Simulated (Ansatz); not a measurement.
# What KSrBr3 (built on the sites of a database entry of CsPbBr3) distorts into, part 2 of 3

Aim: this structure of KSrBr3 (built on the sites of a database entry of CsPbBr3) is to be tested for unstable modes, and one is followed downhill.

Ansatz 0.2.0; DFT PBEsol, scalar-relativistic, plane waves, PseudoDojo norm-conserving pseudopotentials.

So far, highest frequency on the path or at a solved wavevector (cm⁻¹): step 2 (response at finite wavevector) 209. Also lowest frequency on the path (cm⁻¹): step 2 -55.5.

The structure was built from a prototype and need not be the compound's stable phase.

### Step 6. Relaxing from the distorted cell

Starting from the lowest point found, all atoms and the cell are let go, so that strain and other modes of the same symmetry can join in.

input.yaml reads:

```yaml
crystal:
  lattice:
    - [5.8733190708, 0.0, 0.0]
    - [0.0, 5.8733190708, 0.0]
    - [0.0, 0.0, 5.8733190708]
  atoms:
    - { symbol: K, position: [0.0, -0.0722358284, -0.0722358284] }
    - { symbol: Sr, position: [0.5, 0.4976466696, 0.4976466696] }
    - { symbol: Br, position: [0.0, 0.5191309765, 0.5191309765] }
    - { symbol: Br, position: [0.5, -0.0003352297, 0.5191309765] }
    - { symbol: Br, position: [0.5, 0.5191309765, -0.0003352297] }
kpoints:
  mp_grid: { grid: [4, 4, 4] }
hamiltonian:
  xc: pbesol
  pseudopotentials: { kind: nc, accuracy: standard }
scf:
  occupations: { method: fixed }
output:
  forces: true
  stress: true
  eigenvalues: true
relax:
  adjacent_minimum: "off"
  f_tol: 0.002
  max_steps: 120
  cell: { stress_tol: 0.03 }
```

Launch:

```
$ ansatz run input.yaml --threads 8 --pin off --max-ram 14336MiB --backend cpu --events-out ev --progress --plain --runs-dir out
```

Numbers of over 12 decimals in the logs are rounded to 6 here.

What it wrote:

```text
[...]
Crystal: 5 atoms, lattice volume = 202.605 Å³
Basis set: ecut = 1006.821291 eV, 14771 PW (Γ), exchange–correlation on 128×128×128 points (8 copies of the dense FFT grid, shifted against one another)
Bands: 25, of which v1, the nominal top of the filled ones, is band 20 counted from 1 (19 counted from 0)
Symmetry: 4 space group operations
[...]
k-points: 21 of 64 (time reversal used)
[...]
SCF iter   1: F=—  HF=-3041.189112 eV  |F-HF|=—  |Δ(HF+E_count)|=         —  Δρ=3.27e-2  dr2=4.29e0  ethr=3.10e-3  ⟨swp⟩=9.4  Hψ=3141  notcnv=0  defer=52
[...]
SCF iter   9: F=-3039.309464 eV  HF=-3039.309464 eV  |F-HF|=1.97e-8  |Δ(HF+E_count)|=   1.41e-7  Δρ=2.79e-6  dr2=1.67e-8  ethr=2.50e-10  ⟨swp⟩=23.1  Hψ=5481  notcnv=0
SCF 1 converged in 9 iterations: F = -3039.309464 eV  dr2 = 1.67e-8
relax step   1: F+E_penalty+E_count = -3039.30946439 eV  Δ(F+E_penalty+E_count) = +0.000e0 eV  max|allowed force component| = 8.892e-2 eV/Å  Δτ_max = 0.0000 Å  P = +0.177 GPa  Ω = 202.605 Å³  (9 SCF iters, dr2 threshold 1.00e-7 eV, accepted)
Crystal: 5 atoms, lattice volume = 205.281 Å³
Basis set: ecut = 1006.821291 eV, 14903 PW (Γ), exchange–correlation on 128×128×128 points (8 copies of the dense FFT grid, shifted against one another)
[...]
iter 1 solved again at ethr=2.31e-5 eV; its pass at ethr=3.10e-3 eV (dr2=9.23e-3 eV) is discarded
[...]
SCF iter   5: F=-3039.324376 eV  HF=-3039.324376 eV  |F-HF|=3.78e-7  |Δ(HF+E_count)|=   2.25e-6  Δρ=1.20e-5  dr2=3.45e-7  ethr=1.24e-9  ⟨swp⟩=19.7  Hψ=5287  notcnv=0
SCF 2 converged in 5 iterations: F = -3039.324376 eV  dr2 = 3.45e-7
relax step   2: F+E_penalty+E_count = -3039.32437641 eV  Δ(F+E_penalty+E_count) = -1.491e-2 eV  max|allowed force component| = 9.162e-2 eV/Å  Δτ_max = 0.0563 Å  P = -0.038 GPa  Ω = 205.281 Å³  energy of the carried Pulay correction = -3.142e-5 eV  (5 SCF iters, dr2 threshold 4.94e-7 eV, accepted)
Crystal: 5 atoms, lattice volume = 206.536 Å³
Basis set: ecut = 1006.821291 eV, 14997 PW (Γ), exchange–correlation on 128×128×128 points (8 copies of the dense FFT grid, shifted against one another)
[...]
SCF iter   6: F=-3039.358503 eV  HF=-3039.358503 eV  |F-HF|=2.65e-7  |Δ(HF+E_count)|=   6.28e-6  Δρ=1.34e-5  dr2=3.70e-7  ethr=1.25e-9  ⟨swp⟩=20.0  Hψ=5268  notcnv=0
SCF 3 converged in 6 iterations: F = -3039.358503 eV  dr2 = 3.70e-7
relax step   3: F+E_penalty+E_count = -3039.35850331 eV  Δ(F+E_penalty+E_count) = -3.413e-2 eV  max|allowed force component| = 4.742e-2 eV/Å  Δτ_max = 0.1930 Å  P = +0.034 GPa  Ω = 206.536 Å³  energy of the carried Pulay correction = -4.602e-5 eV  (6 SCF iters, dr2 threshold 5.00e-7 eV, accepted)
[...]
relax step   4: F+E_penalty+E_count = -3039.35793145 eV  Δ(F+E_penalty+E_count) = +5.719e-4 eV  max|allowed force component| = 8.548e-2 eV/Å  Δτ_max = 0.1900 Å  P = -0.060 GPa  Ω = 209.499 Å³  energy of the carried Pulay correction = -8.012e-5 eV  (7 SCF iters, dr2 threshold 1.41e-7 eV, rejected (line search))
[...]
relax step   5: F+E_penalty+E_count = -3039.36787932 eV  Δ(F+E_penalty+E_count) = -9.376e-3 eV  max|allowed force component| = 2.110e-2 eV/Å  Δτ_max = 0.0950 Å  P = -0.010 GPa  Ω = 207.771 Å³  energy of the carried Pulay correction = -6.029e-5 eV  (9 SCF iters, accepted)
[...]
relax step   6: F+E_penalty+E_count = -3039.36818007 eV  Δ(F+E_penalty+E_count) = -3.007e-4 eV  max|allowed force component| = 1.694e-2 eV/Å  Δτ_max = 0.0302 Å  P = -0.006 GPa  Ω = 207.734 Å³  energy of the carried Pulay correction = -5.987e-5 eV  (6 SCF iters, dr2 threshold 2.78e-8 eV, accepted)
[...]
relax step   7: F+E_penalty+E_count = -3039.36849518 eV  Δ(F+E_penalty+E_count) = -3.151e-4 eV  max|allowed force component| = 1.466e-3 eV/Å  Δτ_max = 0.0114 Å  P = +0.002 GPa  Ω = 207.726 Å³  energy of the carried Pulay correction = -5.977e-5 eV  (6 SCF iters, dr2 threshold 1.79e-8 eV, accepted)
[...]
relax step   8: F+E_penalty+E_count = -3039.36849799 eV  Δ(F+E_penalty+E_count) = -2.802e-6 eV  max|allowed force component| = 1.475e-3 eV/Å  Δτ_max = 0.0021 Å  P = -0.001 GPa  Ω = 207.777 Å³  energy of the carried Pulay correction = -6.036e-5 eV  (7 SCF iters, accepted)
[...]
SCF iter   1: F=—  HF=-3039.368394 eV  |F-HF|=—  |Δ(HF+E_count)|=         —  Δρ=1.99e-5  dr2=8.45e-8  ethr=1.51e-6  ⟨swp⟩=5.1  Hψ=4456  notcnv=0  defer=62
eigensolver tolerance schedule: the retry pair's looser diagonalisation over-reported the residual by 7169.66 of it (diagonalisation noise at an unbounded share of the residual, at the tolerance the schedule requests for it); recorded, not acted on — ethr = c·dr2/N_el stays at c = 1.0e-1
[...]
SCF iter   2: F=—  HF=-3039.368607 eV  |F-HF|=—  |Δ(HF+E_count)|=   2.13e-4  Δρ=1.06e-5  dr2=3.25e-8  ethr=2.11e-10  ⟨swp⟩=4.7  Hψ=1724  notcnv=0  defer=62
[...]
SCF iter   7: F=-3039.368608 eV  HF=-3039.368608 eV  |F-HF|=2.73e-12  |Δ(HF+E_count)|=    0.00e0  Δρ=3.45e-8  dr2=2.50e-12  ethr=1.00e-12  ⟨swp⟩=24.8  Hψ=5753  notcnv=0
SCF 9 converged in 7 iterations: F = -3039.368608 eV  dr2 = 2.50e-12
relax step   9: F+E_penalty+E_count = -3039.36860751 eV  Δ(F+E_penalty+E_count) = -1.095e-4 eV  max|allowed force component| = 1.473e-3 eV/Å  Δτ_max = 0.0000 Å  P = -0.000 GPa  Ω = 207.777 Å³  stress off target by 1.61e-3 GPa  SCF on the basis re-selected at this cell (its energy is not comparable with the rows above)  (7 SCF iters)
basis re-selected at this cell: Δ(F+E_penalty+E_count) = -1.095e-4 eV, ΔP = +0.001 GPa vs the last step (what re-selecting the basis moved, of the pressure what is left beyond the Pulay correction that the steps carried, after the strain that the cell walked since its last selection, with what the two solves' SCF thresholds leave and, on support functions, any second-order correction that the steps lacked; it is no m [...]
SCF converged after 7 iterations
Free energy (F): -3039.368608 eV
[...]
Internal energy: -3039.368608 eV  (E = F + TS)
E sigma→0 (E₀):  -3039.368608 eV
Fermi energy:    0.977232 eV
[...]
--- Forces (eV/Å), atoms counted from 1 ---
  atom   1  K     -0.00000000     0.00000090     0.00000090
  atom   2  Sr     0.00000000    -0.00138506    -0.00138506
  atom   3  Br    -0.00000000    -0.00004339    -0.00004339
  atom   4  Br    -0.00000000     0.00147350    -0.00004476
  atom   5  Br    -0.00000000    -0.00004476     0.00147350
  max |Σ_I F_I| component: 1.19e-6 eV/Å
--- Stress (GPa, compression-positive) ---
       -0.000944      -0.000000      -0.000000
       -0.000000      -0.000011       0.001603
       -0.000000       0.001603      -0.000011
  P = ⅓ Tr σ = -0.0003 GPa (-0.003 kbar)
--- Band table (eV; the first three rows and the last of 21) ---
  k-point 0: bands = [... 16 lower, 0.3808, 0.4531, 0.5047, 0.7852, 4.8704, 5.9095, 6.0755, 6.3591, ... 1 higher]
  k-point 1: bands = [... 16 lower, 0.2170, 0.3843, 0.4619, 0.6490, 5.4090, 5.9798, 6.5161, 6.6405, ... 1 higher]
  k-point 2: bands = [... 16 lower, 0.0558, 0.3649, 0.4467, 0.5841, 6.0320, 6.3617, 6.6009, 7.1139, ... 1 higher]
  k-point 20: bands = [... 16 lower, -0.3788, 0.6524, 0.7822, 0.9623, 6.3691, 7.4468, 7.5250, 7.5347, ... 1 higher]
--- Relaxed structure (8 steps of the walk, 7 accepted, 1 SCFs on fresh bases) ---
  F+E_penalty+E_count = -3039.36860751 eV   max|allowed force component| = 1.473e-3 eV/Å   (the final SCF, on the basis selected at the relaxed cell)
  cell:  # Å, volume = 207.7766 Å³
    - [5.882140, 0, 0]
    - [0, 5.945540, 0.161706]
    - [0, 0.161706, 5.945540]
  atoms:
    - { symbol: K, position: [0, -0.114893, -0.114893] }
    - { symbol: Sr, position: [0.5, 0.504322, 0.504322] }
    - { symbol: Br, position: [0, 0.511215, 0.511215] }
    - { symbol: Br, position: [0.5, 0.00649241, 0.556202] }
    - { symbol: Br, position: [0.5, 0.556202, 0.00649241] }
```

Elapsed: 80 s, on 8 threads of Arm Neoverse N1, shared host; peak memory 1.4 GiB; 10 min of CPU time.

Step by step:

| step | energy less that of the first step (eV) | largest force component (eV/Å) | pressure (GPa) | volume (Å³) |
| --- | --- | --- | --- | --- |
| 1 | 0.0000 | 0.0889 | 0.18 | 202.61 |
| 2 | -0.0149 | 0.0916 | -0.04 | 205.28 |
| 3 | -0.0490 | 0.0474 | 0.03 | 206.54 |
| 4 | -0.0485 | 0.0855 | -0.06 | 209.50 |
| 5 | -0.0584 | 0.0211 | -0.01 | 207.77 |
| 6 | -0.0587 | 0.0169 | -0.01 | 207.73 |
| 7 | -0.0590 | 0.0015 | 0.00 | 207.73 |
| 8 | -0.0590 | 0.0015 | 0.00 | 207.78 |
| 9* | -0.0591 | 0.0015 | 0.00 | 207.78 |

Relaxation steps marked * repeat the geometry before them on a plane-wave basis chosen anew for their cell, so energy and pressure can jump there. Relaxation step 4 was tried and not accepted.

Forces are held to the 4 operations that the run works with; a distortion that breaks them can't arise in this run.

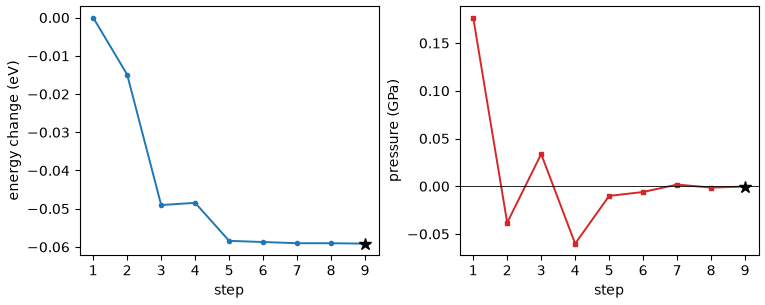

Energy and pressure along the relaxation. Stars mark steps on a basis chosen anew.

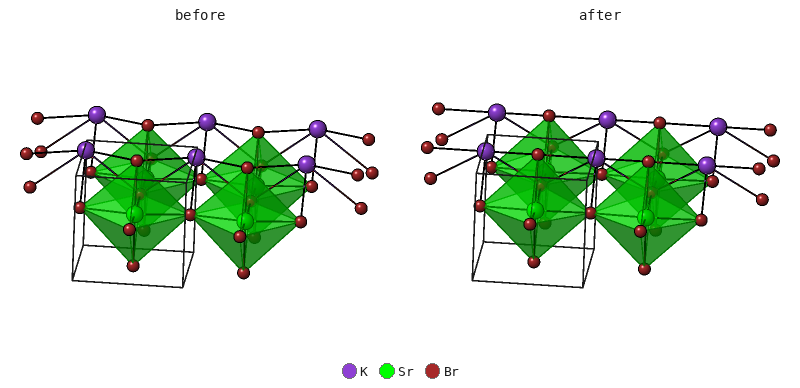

Before and after, at one scale.

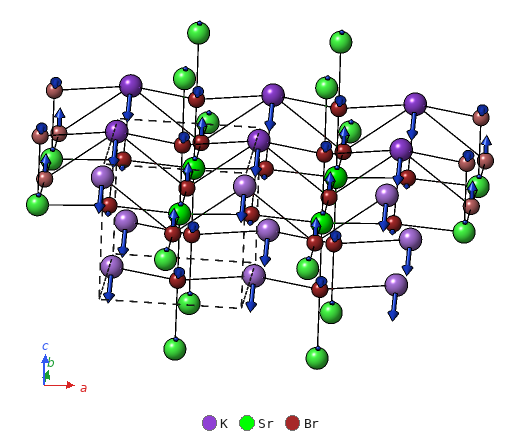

Displacements in the relaxation, exaggerated, measured against the changing cell; the longest in the cell stands for 0.37 Å. 2×2×1 cells are drawn. Some periodic images of atoms are drawn too.

| conventional cell, symmetrised | before | after | change |
| --- | --- | --- | --- |
| a (Å) | 5.873 | 5.882 | +0.2 % |
| b (Å) | 8.306 | 8.180 | -1.5 % |
| c (Å) | 8.306 | 8.637 | +4.0 % |
| volume (Å³/atom) | 40.52 | 41.56 | +2.6 % |

The atoms that moved most (Å, as changes of fractional coordinates times the final cell):

| atom | dx | dy | dz | length |
| --- | --- | --- | --- | --- |
| K1 | 0.000 | -0.261 | -0.261 | 0.368 |
| Br4 | 0.000 | 0.047 | 0.222 | 0.226 |
| Br5 | 0.000 | 0.222 | 0.047 | 0.226 |
| Br3 | 0.000 | -0.048 | -0.048 | 0.068 |
| Sr2 | 0.000 | 0.041 | 0.041 | 0.058 |

The relaxed structure:

```cif
data_structure
_symmetry_space_group_name_H-M 'P 1'
_symmetry_Int_Tables_number 1
_cell_length_a 5.8821
_cell_length_b 5.9477
_cell_length_c 5.9477
_cell_angle_alpha 86.884
_cell_angle_beta 90.000
_cell_angle_gamma 90.000
_cell_volume 207.78
loop_
_atom_site_label
_atom_site_type_symbol
_atom_site_fract_x
_atom_site_fract_y
_atom_site_fract_z
_atom_site_occupancy
K1 K 0.00000 0.88511 0.88511 1
Sr2 Sr 0.50000 0.50432 0.50432 1
Br3 Br 0.00000 0.51122 0.51122 1
Br4 Br 0.50000 0.00649 0.55620 1
Br5 Br 0.50000 0.55620 0.00649 1
```

This step gave:

* pressure: -3.22e-4 GPa
* gap on the k-mesh: 3.893 eV
* volume per atom: 41.56 Å³

The distorted start has space group Amm2; the relaxation ends in Amm2.

### Step 7. The new phase in its own primitive cell

The relaxed structure is symmetrised, reduced to its primitive cell and relaxed tightly, as its phonons need.

input.yaml, the sections that differ from step 6:

```yaml
crystal:
  lattice:
    - [5.8821398516, 0.0, 0.0]
    - [0.0, 4.0897882805, 4.3184746689]
    - [0.0, -4.0897882805, 4.3184746689]
  atoms:
    - { symbol: K, position: [0.0, 0.8851065294, 0.8851065294] }
    - { symbol: Sr, position: [0.5, 0.5043217595, 0.5043217595] }
    - { symbol: Br, position: [0.0, 0.5112152234, 0.5112152234] }
    - { symbol: Br, position: [0.5, 0.0064924146, 0.5562016376] }
    - { symbol: Br, position: [0.5, 0.5562016376, 0.0064924146] }
relax:
  adjacent_minimum: "off"
  f_tol: 0.001
  max_steps: 60
  cell: { stress_tol: 0.01 }
# kpoints, hamiltonian, scf, output: as in step 6
```

What it wrote:

```text
[...]
Crystal: 5 atoms, lattice volume = 207.777 Å³
Basis set: ecut = 1006.821291 eV, 15073 PW (Γ), exchange–correlation on 128×128×128 points (8 copies of the dense FFT grid, shifted against one another)
Bands: 25, of which v1, the nominal top of the filled ones, is band 20 counted from 1 (19 counted from 0)
Symmetry: 4 space group operations
[...]
cell:  # Å, volume = 207.7731 Å³
    - [5.882073, 0.0, 0.0]
    - [0.0, 4.089628, 4.318621]
    - [0.0, -4.089628, 4.318621]
  atoms:
    - { symbol: K, position: [0.0, 0.885097, 0.885097] }
    - { symbol: Sr, position: [0.5, 0.504313, 0.504313] }
    - { symbol: Br, position: [0.0, 0.511214, 0.511214] }
    - { symbol: Br, position: [0.5, 0.00652319, 0.556191] }
    - { symbol: Br, position: [0.5, 0.556191, 0.00652319] }
[key lines of the parts left out:]
SCF converged after 10 iterations
Free energy (F): -3039.368608 eV
Fermi energy:    0.977242 eV
P = ⅓ Tr σ = 0.0000 GPa (0.000 kbar)
```

Wall time 29 s (8 threads); peak memory 1.4 GiB.

Little changed from the start: no atom moved by 0.005 Å and no cell edge by 0.1 %.

This step gave:

| Quantity | Value |
| --- | --- |
| pressure | 3.96e-5 GPa |
| volume per atom | 41.55 Å³ |
| direct gap on mesh | 4.085 eV |

The largest force component left is 0.67 meV/Å and the pressure is 0.000 GPa, within the tolerances set. The cell now holds 41.55 Å³/atom.

(Part 2 of 3 ends here.)

[Logs are printed without paths, hosts, clocks, repeated set-up lines and the standing remarks that a program may print on its own settings, such as how far it seeks lower states.]

[Hosts, paths, dates, database ids (printed as entryN), source tags and the programs' standing remarks are cut or masked in the printed files.]
